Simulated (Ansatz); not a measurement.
## A computed series for hypothetical rutile SnS2: response to strain

The reference is SnS₂ in the rutile structure (space group P4_2/mnm, No. 136; a hypothetical phase, not in the database extracts checked).

```
CELL_PARAMETERS angstrom
      6.07061     0.00000     0.00000
      0.00000     6.07061     0.00000
      0.00000     0.00000     3.78746
ATOMIC_POSITIONS crystal
  Sn 0.00000 0.00000 0.00000
  Sn 0.50000 0.50000 0.50000
  S  0.30672 0.30672 0.00000
  S  0.80672 0.19328 0.50000
  S  0.19328 0.80672 0.50000
  S  0.69328 0.69328 0.00000
```

Cartesian axes are those of the cell as printed.

Strains are applied to the cell and any free atomic positions relax; under biaxial strain the out-of-plane vector relaxes too.

All numbers come from Kohn–Sham DFT with the PBEsol functional, run in Ansatz (a quantum-chemistry and plane-wave program) with PAW and 420 eV plane waves, spin-orbit coupling left out, earlier PAW set.

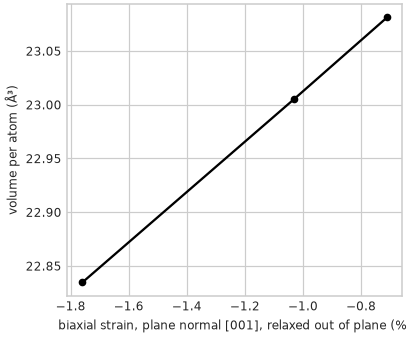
*Volume per atom against biaxial strain, plane normal [001], relaxed out of plane*

Problem. From the plot, what is the volume per atom for biaxial strain −0.71 %, plane normal [001], relaxed out of plane?

Solution. About 23.08 Å³.

Problem. Is the trend monotonic over the range shown?

Solution. Yes, it rises throughout, spanning 22.83 Å³ to 23.08 Å³.

Stability against distortions was not tested. All final runs are without spin polarisation.
